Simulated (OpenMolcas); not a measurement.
Exact exchange and the vertical ionisation energy of C3H4O (cyclopropanone)

The species is C3H4O (8 atoms), meant as a singlet with charge 0. As SMILES, `O=C1CC1`. Geometry: relaxed at PBE0-D4/def2-TZVP.

The vertical ionisation energy (to the doublet cation) y, in eV, basis 6-311+G(d,p); a is the functional's share of exact exchange. Programs: OpenMolcas 26.06.

```
functional     program     a  y (eV)
       PBE  OpenMolcas     0    9.28
      TPSS  OpenMolcas     0    9.22
     B3LYP  OpenMolcas   0.2       ?
      PBE0  OpenMolcas  0.25    9.44
     BHLYP  OpenMolcas   0.5    9.46
```

Q: Fit y = c + s·a to the known rows and predict B3LYP.

A: 
1. Means of the 4 rows: a = 0.1875, y = 9.350.
2. Σ(Δa)² = 0.17188, Σ(Δa·Δy) = 0.0775, so the slope is 0.0775/0.17188 = 0.4509.
3. Intercept: 9.350 − (0.4509) × 0.1875 = 9.265. The largest residual of the fit is 0.062.
4. B3LYP: 9.265 + (0.4509) × 0.2 = 9.36 eV.

The run gave 9.49 eV, so the prediction is off by -0.13 eV, more than the scatter of the fit. The rows mix families of semi-local functionals, which the line can't see.

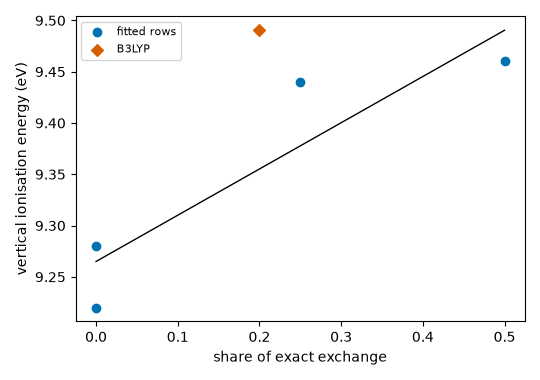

The fitted line, with the withheld row.
